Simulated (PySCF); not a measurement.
Irc calculation of CH₂GeN (part 2 of 2)

CH₂GeN, multiplicity 2; HF/6-31G*, UHF, dispersion D4, sfX2C (PySCF 2.14.0). The input sets isotopic masses. The geometry was optimised with HF/6-31G* saddle.

The program's output, continued:
```
WARN: Mole.unit (angstrom) is changed to bohr

converged SCF energy = -2185.69324478614  <S^2> = 0.84143777  2S+1 = 2.089438
--------------- SecondOrdersfX2C1eUHF_Scanner gradients ---------------
         x                y                z
0 N    -0.0004133650     0.0003742777    -0.0014605283
1 C    -0.0027666686     0.0010691339     0.0049578399
2 Ge     0.0085454722    -0.0034471904    -0.0137979674
3 H    -0.0020427321     0.0021404670     0.0052616953
4 H    -0.0033227065    -0.0001366881     0.0050389605
----------------------------------------------

WARN: Mole.unit (angstrom) is changed to bohr

converged SCF energy = -2185.69289058479  <S^2> = 0.85190582  2S+1 = 2.099434
--------------- SecondOrdersfX2C1eUHF_Scanner gradients ---------------
         x                y                z
0 N     0.0102844367    -0.0063451210     0.0057878547
1 C    -0.0156343259     0.0089809807    -0.0020195265
2 Ge     0.0218789925    -0.0119306402    -0.0038546011
3 H    -0.0159271391    -0.0090004059    -0.0012882580
4 H    -0.0006019642     0.0182951865     0.0013745309
----------------------------------------------

WARN: Mole.unit (angstrom) is changed to bohr

converged SCF energy = -2185.69482733619  <S^2> = 0.83890744  2S+1 = 2.0870146
--------------- SecondOrdersfX2C1eUHF_Scanner gradients ---------------
         x                y                z
0 N     0.0033014034    -0.0019424389     0.0008869549
1 C    -0.0081956411     0.0043021853     0.0030894113
2 Ge     0.0159608991    -0.0078432758    -0.0115439962
3 H    -0.0082144553    -0.0020345835     0.0033182462
4 H    -0.0028522060     0.0075181129     0.0042493838
----------------------------------------------

WARN: Mole.unit (angstrom) is changed to bohr

converged SCF energy = -2185.69631149063  <S^2> = 0.83048629  2S+1 = 2.0789288
--------------- SecondOrdersfX2C1eUHF_Scanner gradients ---------------
         x                y                z
0 N     0.0013775145    -0.0007247902    -0.0005111283
1 C    -0.0068318241     0.0033920503     0.0045629071
2 Ge     0.0154607297    -0.0072504464    -0.0146415338
3 H    -0.0060361981     0.0004521893     0.0051148265
4 H    -0.0039702220     0.0041309970     0.0054749284
----------------------------------------------

WARN: Mole.unit (angstrom) is changed to bohr

converged SCF energy = -2185.69746398621  <S^2> = 0.82288392  2S+1 = 2.0716022
--------------- SecondOrdersfX2C1eUHF_Scanner gradients ---------------
         x                y                z
0 N    -0.0011555916     0.0008739824    -0.0023062019
1 C    -0.0045750029     0.0019529306     0.0063132746
2 Ge     0.0149663728    -0.0067779799    -0.0166593687
3 H    -0.0044586911     0.0022577906     0.0063541412
4 H    -0.0047770872     0.0016932763     0.0062981548
----------------------------------------------

WARN: Mole.unit (angstrom) is changed to bohr

converged SCF energy = -2185.69848474039  <S^2> = 0.82434431  2S+1 = 2.0730116
--------------- SecondOrdersfX2C1eUHF_Scanner gradients ---------------
         x                y                z
0 N     0.0041712275    -0.0024977297     0.0015676499
1 C    -0.0108004126     0.0058679404     0.0020473114
2 Ge     0.0187367797    -0.0094329851    -0.0111121993
3 H    -0.0087423790    -0.0017542281     0.0032795414
4 H    -0.0033652157     0.0078170025     0.0042176966
----------------------------------------------

WARN: Mole.unit (angstrom) is changed to bohr

converged SCF energy = -2185.69960220955  <S^2> = 0.81332034  2S+1 = 2.0623485
--------------- SecondOrdersfX2C1eUHF_Scanner gradients ---------------
         x                y                z
0 N    -0.0025848772     0.0017645773    -0.0032014856
1 C    -0.0036303302     0.0013816718     0.0067284966
2 Ge     0.0154587992    -0.0071023352    -0.0161824100
3 H    -0.0041718313     0.0027778572     0.0064065035
4 H    -0.0050717606     0.0011782288     0.0062488955
----------------------------------------------

WARN: Mole.unit (angstrom) is changed to bohr

converged SCF energy = -2185.70005415672  <S^2> = 0.82265655  2S+1 = 2.0713827
--------------- SecondOrdersfX2C1eUHF_Scanner gradients ---------------
         x                y                z
0 N     0.0102209683    -0.0063532878     0.0062357848
1 C    -0.0178586412     0.0103848095    -0.0035875823
2 Ge     0.0213245432    -0.0116276960    -0.0034877106
3 H    -0.0121325413    -0.0056156531    -0.0005034118
4 H    -0.0015543290     0.0132118274     0.0013429199
----------------------------------------------

WARN: Mole.unit (angstrom) is changed to bohr

converged SCF energy = -2185.70143000808  <S^2> = 0.80831191  2S+1 = 2.0574858
--------------- SecondOrdersfX2C1eUHF_Scanner gradients ---------------
         x                y                z
0 N    -0.0008978695     0.0006738285    -0.0017402839
1 C    -0.0056736730     0.0027480819     0.0044972469
2 Ge     0.0164837971    -0.0081283912    -0.0115486299
3 H    -0.0058357426     0.0007870912     0.0042424002
4 H    -0.0040765121     0.0039193895     0.0045492667
----------------------------------------------

WARN: Mole.unit (angstrom) is changed to bohr

converged SCF energy = -2185.70241672414  <S^2> = 0.81346441  2S+1 = 2.0624882
--------------- SecondOrdersfX2C1eUHF_Scanner gradients ---------------
         x                y                z
0 N     0.0094568348    -0.0059192908     0.0061880459
1 C    -0.0168649187     0.0099287206    -0.0046315697
2 Ge     0.0183955316    -0.0101055773    -0.0022756059
3 H    -0.0093633675    -0.0038398609    -0.0003155571
4 H    -0.0016240801     0.0099360084     0.0010346868
----------------------------------------------

WARN: Mole.unit (angstrom) is changed to bohr

converged SCF energy = -2185.70337181042  <S^2> = 0.79812676  2S+1 = 2.0475612
--------------- SecondOrdersfX2C1eUHF_Scanner gradients ---------------
         x                y                z
0 N    -0.0047201860     0.0030553976    -0.0041332228
1 C    -0.0012680095     0.0001383642     0.0058736124
2 Ge     0.0138247942    -0.0067602658    -0.0102904075
3 H    -0.0036858742     0.0021963467     0.0043157466
4 H    -0.0041507246     0.0013701572     0.0042342713
----------------------------------------------

WARN: Mole.unit (angstrom) is changed to bohr

converged SCF energy = -2185.7028194581  <S^2> = 0.82390582  2S+1 = 2.0725885
--------------- SecondOrdersfX2C1eUHF_Scanner gradients ---------------
         x                y                z
0 N     0.0225522428    -0.0142840542     0.0164868953
1 C    -0.0305471853     0.0187934481    -0.0166696930
2 Ge     0.0178937104    -0.0108118914     0.0078521182
3 H    -0.0111214610    -0.0078348857    -0.0049115457
4 H     0.0012226931     0.0141373833    -0.0027577748
----------------------------------------------

WARN: Mole.unit (angstrom) is changed to bohr

converged SCF energy = -2185.70449129069  <S^2> = 0.80020314  2S+1 = 2.0495884
--------------- SecondOrdersfX2C1eUHF_Scanner gradients ---------------
         x                y                z
0 N     0.0036915048    -0.0023235950     0.0025431101
1 C    -0.0098073330     0.0057162936    -0.0021020344
2 Ge     0.0135630433    -0.0074599363    -0.0015967220
3 H    -0.0057706118    -0.0016102120     0.0002206130
4 H    -0.0016766032     0.0056774496     0.0009350334
----------------------------------------------

WARN: Mole.unit (angstrom) is changed to bohr

converged SCF energy = -2185.70526113491  <S^2> = 0.7939288  2S+1 = 2.0434567
--------------- SecondOrdersfX2C1eUHF_Scanner gradients ---------------
         x                y                z
0 N    -0.0004168457     0.0002494358    -0.0001641706
1 C    -0.0046087721     0.0025943059    -0.0000438075
2 Ge     0.0097059641    -0.0049684974    -0.0049805046
3 H    -0.0017919302     0.0020375607     0.0026906024
4 H    -0.0028884160     0.0000871949     0.0024978803
----------------------------------------------

WARN: Mole.unit (angstrom) is changed to bohr

converged SCF energy = -2185.70554655702  <S^2> = 0.78744741  2S+1 = 2.0371032
--------------- SecondOrdersfX2C1eUHF_Scanner gradients ---------------
         x                y                z
0 N    -0.0057680572     0.0036328117    -0.0040173901
1 C     0.0016997931    -0.0013090902     0.0036289168
2 Ge     0.0086162944    -0.0050776097     0.0025007257
3 H    -0.0042872424    -0.0022062234    -0.0014087060
4 H    -0.0002607879     0.0049601116    -0.0007035464
----------------------------------------------

WARN: Mole.unit (angstrom) is changed to bohr

converged SCF energy = -2185.70189116221  <S^2> = 0.81491184  2S+1 = 2.0638913
--------------- SecondOrdersfX2C1eUHF_Scanner gradients ---------------
         x                y                z
0 N     0.0199802427    -0.0127635415     0.0157170281
1 C    -0.0252535034     0.0159270407    -0.0177757244
2 Ge     0.0040776507     0.0004080800    -0.0281553741
3 H     0.0123002914     0.0190393488     0.0171600056
4 H    -0.0111046814    -0.0226109280     0.0130540648
----------------------------------------------
s (bohr amu^1/2)   E - E(TS) (kcal/mol)
  -1.80     -8.758
  -1.60     -7.225
  -1.40     -6.973
  -1.20     -5.490
  -1.00     -4.505
  -0.80     -3.142
  -0.60     -0.995
  -0.40     -0.622
  -0.20     -0.277
   0.20     -0.278
   0.40     -0.628
   0.60     -0.988
   0.80     -3.139
   1.00     -4.509
   1.20     -5.499
   1.40     -6.959
   1.60     -7.268
   1.80     -8.778
end at s = -1.80

WARN: Mole.unit (angstrom) is changed to bohr

N           1.90011136       -1.15433694        0.80547631
C           1.09226877       -0.63978449        0.18510916
Ge         -0.33008719        0.24667102       -0.70843076
H          -1.08779165       -0.72205521       -1.59683082
H           0.16811563        1.51361233       -1.37811826
end at s = 1.80

WARN: Mole.unit (angstrom) is changed to bohr

N           1.90611571       -1.15669932        0.79514694
C           1.04581483       -0.62187626        0.26879570
Ge         -0.30878694        0.23847999       -0.74701088
H          -1.62022292       -0.51743309       -0.63376991
H          -0.36411731        1.71862239       -0.41499080
```

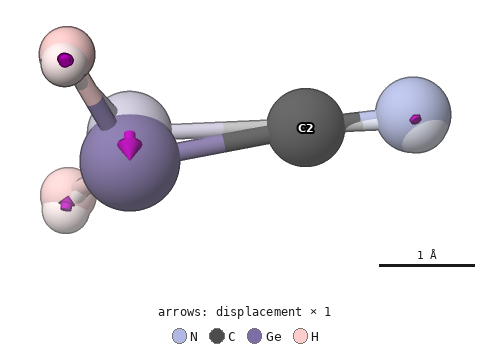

*Start (faint) and end (solid) with the displacements as pink arrows, at true length (ball-and-stick view, seen at a tilt). The two geometries are laid on each other by the best rigid fit.*

The largest move after the best rigid fit is that of Ge3, 0.35 Å. Largest moves by element: Ge 0.35 Å, H 0.16 Å, N 0.09 Å, C 0.03 Å. Among the contacts that change: C2–Ge3 1.877 → 1.899 Å, Ge3–H4 1.503 → 1.518 Å, N1–C2 1.146 → 1.142 Å. Among the angles that change: H4–Ge3–H5 126.2° → 116.0°, C2–Ge3–H4 116.9° → 110.5°, N1–C2–Ge3 180.0° → 175.1°. (Atoms are counted from 1 in the order of the input.)

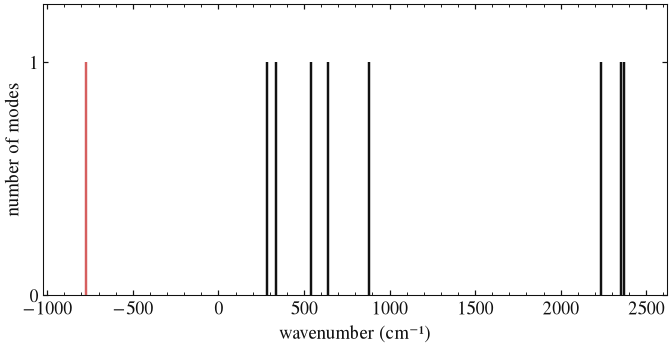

*Harmonic vibrational wavenumbers from the force constants; neighbouring modes closer than 14 cm⁻¹ are counted in one stick, and imaginary ones are drawn at negative wavenumbers.*

9 modes from 771i to 2371 cm⁻¹, 1 imaginary beyond 8i (771i cm⁻¹): a first-order saddle point, if the geometry is stationary.

The run was set up as follows.

Input file (job.py):
```python
# N#[C][GeH2]
import numpy
from pyscf import gto, scf
from pyscf.hessian import thermo

system = gto.Mole()
system.atom = [
    ('N', (1.897078, -1.151729, 0.796185)),
    ('C', (1.058698, -0.624309, 0.219727)),
    ('Ge', (-0.314186, 0.239269, -0.724065)),
    ('H', (-1.465823, -0.612502, -1.179837)),
    ('H', (-0.157421, 1.716761, -0.951994)),
]
system.charge = 0
system.max_memory = 1860
system.spin = 1
system.basis = '6-31g*'
system.verbose = 3
system.build()

hf = scf.UHF(system)
hf = hf.sfx2c1e()
hf.max_cycle = 100
hf.disp = 'd4'
hf = hf.newton()
hf.kernel()
modes = thermo.harmonic_analysis(system, hf.Hessian().kernel())
print('lowest modes (1/cm)', numpy.round(modes['freq_wavenumber'][:3], 1))
w = numpy.sqrt(system.atom_mass_list(isotope_avg=True))[:, None]
mode = modes['norm_mode'][0] * w
mode /= numpy.linalg.norm(mode)
scanner = hf.nuc_grad_method().as_scanner()
x_ts, e_ts, ds = system.atom_coords() * w, hf.e_tot, 0.2  # mass-weighted, bohr amu^1/2
path = []
for sign in (1, -1):
    x, e_old = x_ts + sign * ds * mode, e_ts
    for k in range(1, 13):
        e, g = scanner(system.set_geom_(x / w, unit='bohr', inplace=False))
        if e > e_old:
            break
        path.append((sign * k * ds, e, x / w, g))
        d1 = -g / w / numpy.linalg.norm(g / w)
        g2 = scanner(system.set_geom_((x + 0.5 * ds * d1) / w, unit='bohr', inplace=False))[1] / w  # midpoint rule
        x, e_old = x - ds * g2 / numpy.linalg.norm(g2), e
path.sort(key=lambda p: p[0])
print('s (bohr amu^1/2)   E - E(TS) (kcal/mol)')
for s, e, x, g in path:
    print('%7.2f %10.3f' % (s, (e - e_ts) * 627.5095))
for s, e, x, g in (path[0], path[-1]):
    print('end at s = %.2f' % s)
    print(system.set_geom_(x, unit='bohr', inplace=False).tostring())
```

Command:
```bash
OMP_NUM_THREADS=1 python job.py
```

Summary:

```tsv
quantity	value
outcome	converged
total energy	−2185.691305 hartree
basis functions	64
wavenumbers, lowest and highest	771i and 2371 cm⁻¹
hardware	1 thread of Arm Neoverse V2, 24 GiB of memory available, shared host
wall time	3.7 min
peak memory	0.24 GiB
```
